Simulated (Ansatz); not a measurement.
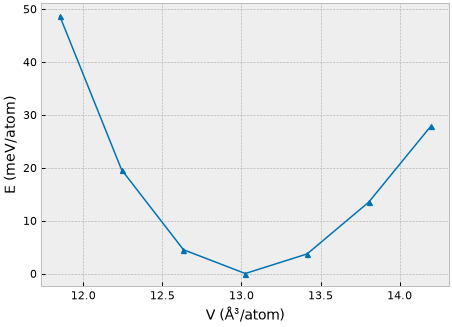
Fig. 1. BaTiO3 in space group Amm2 (No. 38; Ba on 2a, Ti on 2b, O on 4e, O on 2a) under volume change, plane-wave PAW r²SCAN (Ansatz code), shape and atoms relaxed at each volume.

### Question
What does a third-order Birch–Murnaghan fit give for V₀, B₀ and B′?

### Answer
V₀ = 13.02 Å³/atom, B₀ = 111 GPa, B′ = 8.6.

This is a known low-temperature phase of the composition, computed here at zero pressure and temperature. Symmetry was held in the r²SCAN relaxation. At this level the phase is dynamically unstable (imaginary phonons). The run is not spin-polarised. Spin–orbit coupling is left out wherever it is not named.

Potentials: the earlier of the program's two PAW sets.
